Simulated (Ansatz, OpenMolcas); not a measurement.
# C2H3Al (ethynylalumane): methods side by side

The species is C2H3Al (6 atoms), meant as a singlet with charge 0. As SMILES, `C#[C][AlH2]`. The shape is that of a PBE0-D4/def2-TZVP optimisation.

Quantity: the vertical energy of the triplet above the singlet, in eV. The values are calculated.

```
           level                   kind     program  value (eV)  CPU time (all runs)
    HF/def2-TZVP           Hartree–Fock      Ansatz        3.82                 19 s
 SVWN5/def2-TZVP                    LDA      Ansatz        4.07                 14 s
   PBE/def2-TZVP                    GGA      Ansatz        4.07                 32 s
revPBE/def2-TZVP                    GGA      Ansatz        4.08                 30 s
 M06-L/def2-TZVP               meta-GGA  OpenMolcas        4.47              3.8 min
r2SCAN/def2-TZVP               meta-GGA  OpenMolcas        4.16              3.6 min
 B3LYP/def2-TZVP          global hybrid  OpenMolcas        4.48              2.5 min
B2PLYP/def2-TZVP          double hybrid      Ansatz        4.80                 52 s
   MP2/def2-TZVP    perturbation theory      Ansatz        5.25                 19 s
  CCSD/def2-TZVP  coupled cluster or CI      Ansatz        4.77                 93 s
```

The values span 3.82 to 5.25 eV. Times are those of the runs behind each value, whatever else they computed, on shared processors of several kinds: orders of magnitude only.

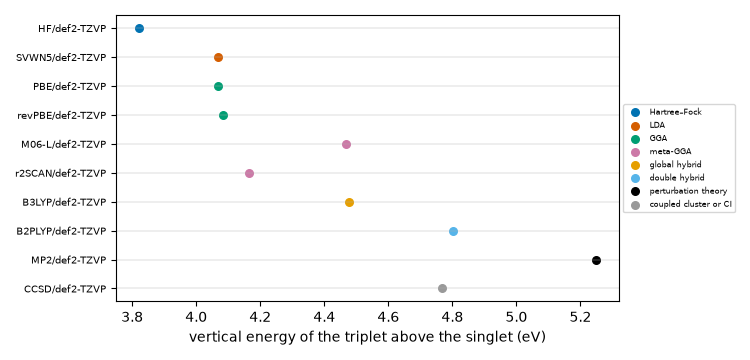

The values of the table, level by level.
